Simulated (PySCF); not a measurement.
# MoO2Br: frequency calculation

System: MoO2Br, multiplicity 2.
Method: UKS-based PBE0, Mo def2-TZVP with ECP28, O def2-TZVP, Br def2-TZVP; non-relativistic Hamiltonian with a scalar-relativistic core potential; density fitting (PySCF 2.14.0).

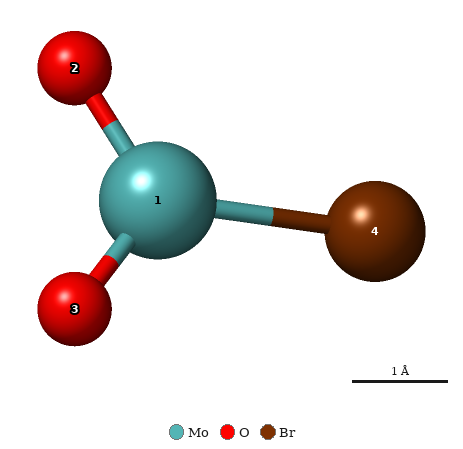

The structure (ball-and-stick view, seen at a tilt; atoms are numbered from 1 in the order of the input). Sticks mark near contacts.

## Summary

- outcome: converged
- total energy: −2792.516742 hartree
- ⟨S²⟩: 0.762
- zero-point energy: 0.006484 hartree
- dipole moment: 1.53 D
- wavenumbers, lowest and highest: 84i and 1058 cm⁻¹
- hardware: 4 threads of Arm Neoverse V2, 112 GiB of memory available, shared host
- wall time: 1.7 min (CPU time 5.7 min)
- peak memory: 1.6 GiB

## Input file
```python
from pyscf import gto, scf, dft
mol = gto.M(atom='''
Mo    -0.770216     0.000000     0.000000
O     -1.695140     1.398459     0.000000
O     -1.695140    -1.398459     0.000000
Br     1.643661     0.000000     0.000000''',
    basis={'Mo': 'def2-TZVP', 'O': 'def2-TZVP', 'Br': 'def2-TZVP'},
    ecp={'Mo': 'def2-TZVP'},
    charge=0, spin=1)
mf = dft.UKS(mol, xc='PBE0')
mf.grids.atom_grid = (75, 302)
aux = {'Mo': 'def2-universal-JKFIT', 'O': 'def2-universal-JKFIT', 'Br': 'def2-universal-JKFIT'}
mf = mf.density_fit(auxbasis=aux)
mf.conv_tol = 1e-09
mf.diis_space = 10
mf.max_cycle = 60
mf.verbose = 4
mf.kernel()
```

The script is an equivalent of the set-up of the self-consistent field. The run itself was carried out by a driver, which started from the orbitals of the step before it where there was one and computed the further properties.

Run as:
```bash
OMP_NUM_THREADS=4 python axn.py task.json out
```

## Output
```
init E= -2792.51674193307
  alpha nocc = 33  HOMO = -0.287272128284123  LUMO = -0.138865267749803
  beta  nocc = 32  HOMO = -0.345020522166789  LUMO = -0.143266534368327
  HOMO = -0.287272128284  LUMO = -0.143266534368  gap/eV = 3.91859
cycle= 1 E= -2792.51674192983  delta_E= 3.24e-09  |g|= 9.61e-05  |ddm|= 5.7e-05
  alpha nocc = 33  HOMO = -0.287262897681773  LUMO = -0.138854103318712
  beta  nocc = 32  HOMO = -0.345019335572371  LUMO = -0.143255125591995
  HOMO = -0.287262897682  LUMO = -0.143255125592  gap/eV = 3.91865
cycle= 2 E= -2792.51674189155  delta_E= 3.83e-08  |g|= 0.000331  |ddm|= 0.000195
  alpha nocc = 33  HOMO = -0.287269874319518  LUMO = -0.138862813800374
  beta  nocc = 32  HOMO = -0.345020752535593  LUMO = -0.143263964999605
  HOMO = -0.28726987432  LUMO = -0.143263965  gap/eV = 3.91860
cycle= 3 E= -2792.51674193335  delta_E= -4.18e-08  |g|= 8.11e-06  |ddm|= 0.00015
  alpha nocc = 33  HOMO = -0.287269788072006  LUMO = -0.138862617378807
  beta  nocc = 32  HOMO = -0.345020510899081  LUMO = -0.143263789891076
  HOMO = -0.287269788072  LUMO = -0.143263789891  gap/eV = 3.91860
cycle= 4 E= -2792.51674193337  delta_E= -2.36e-11  |g|= 1.16e-06  |ddm|= 3.78e-06
  alpha nocc = 33  HOMO = -0.287270193923099  LUMO = -0.138863030324995
  beta  nocc = 32  HOMO = -0.345020303146901  LUMO = -0.143264236321147
  HOMO = -0.287270193923  LUMO = -0.143264236321  gap/eV = 3.91860
Extra cycle  E= -2792.51674193337  delta_E= 4.55e-12  |g|= 3.17e-06  |ddm|= 2.6e-06
converged SCF energy = -2792.51674193337  <S^2> = 0.76209265  2S+1 = 2.0120563
```

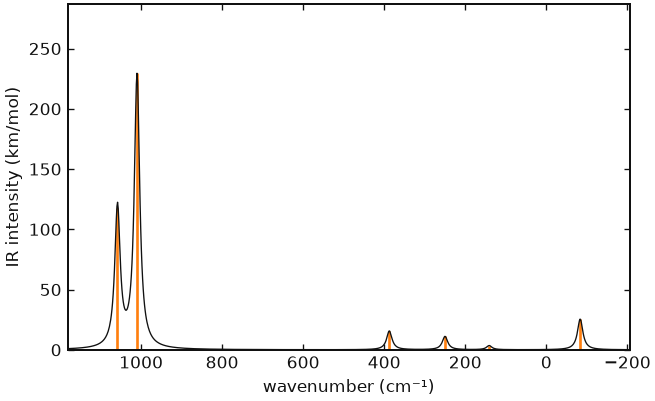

Harmonic infrared spectrum, unscaled: sticks (degenerate modes added up, dark ones marked on the axis) with a Lorentzian envelope of 16 cm⁻¹ full width, scaled to the tallest stick; imaginary modes are drawn at negative wavenumbers. 6 modes from 84i to 1058 cm⁻¹, 1 imaginary beyond 8i (84i cm⁻¹): not a clean minimum; so soft a mode can be a shallow saddle, an incomplete relaxation or noise of the force constants. The strongest line is at 1010 cm⁻¹ (230 km/mol). All modes, in cm⁻¹ (km/mol): 84i (26), 141 (3.5), 250 (11.2), 387 (15.8), 1010 (230), 1058 (118).

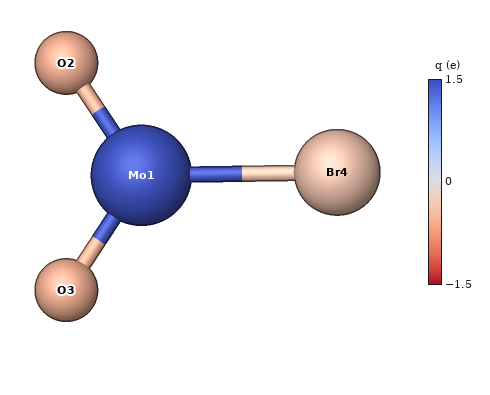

Mulliken charges, as the colour of each atom (ball-and-stick view, seen on its broad side; atoms are numbered from 1 in the order of the input; Mulliken charges depend strongly on the basis). By element: Mo +1.42, O −0.54 and Br −0.35 e.
